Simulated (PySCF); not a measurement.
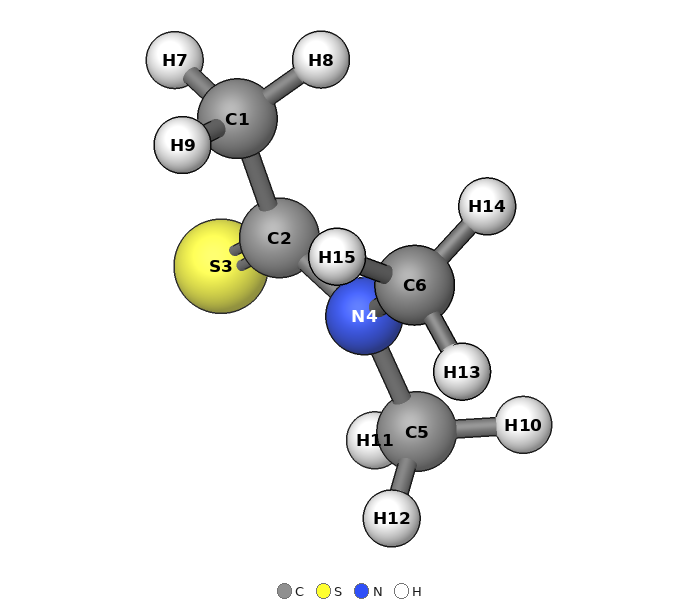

The atoms are numbered. Computed geometry: PBE0-D3(BJ)/def2-SVP optimisation. No frequency run is at hand to confirm it as a minimum.

> What is the geometry at C2?

C2 has 3 neighbours (C1 at 1.51, S3 at 1.66, N4 at 1.35 Å); the arrangement is trigonal planar.

> What is the geometry at N4?

N4 has 3 neighbours (C2 at 1.35, C5 at 1.45, C6 at 1.45 Å); the arrangement is trigonal planar.

> Describe the coordination of atom 6.

C6 has 4 neighbours (N4 at 1.45, H13 at 1.10, H14 at 1.10, H15 at 1.10 Å); the arrangement is tetrahedral.

> Describe the coordination of atom 5.

C5 has 4 neighbours (N4 at 1.45, H10 at 1.10, H11 at 1.10, H12 at 1.10 Å); the arrangement is tetrahedral.

> What is the dihedral angle S3–C2–N4–C5?

3° in size, that is syn (eclipsed).
